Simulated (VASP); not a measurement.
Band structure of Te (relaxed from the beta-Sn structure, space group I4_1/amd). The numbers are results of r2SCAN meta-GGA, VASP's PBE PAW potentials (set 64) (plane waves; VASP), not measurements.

Unless said otherwise, spin-orbit coupling is left out, though it shifts the bands of the heavy elements here.

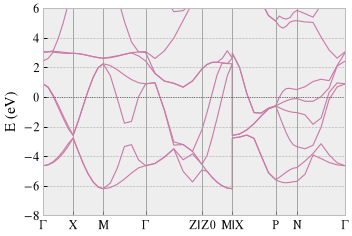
*Bands along high-symmetry lines, zero at the valence-band maximum or, without a gap, the Fermi level*

Q: Read the plot: is there a gap, and where are the band edges?

A: It has no gap at this level: it comes out as a metal or semimetal.

The structure was generated: Te was put into the beta-Sn type (I4_1/amd), which need not be its known phase. It was relaxed first, which changed the volume by +8 %.
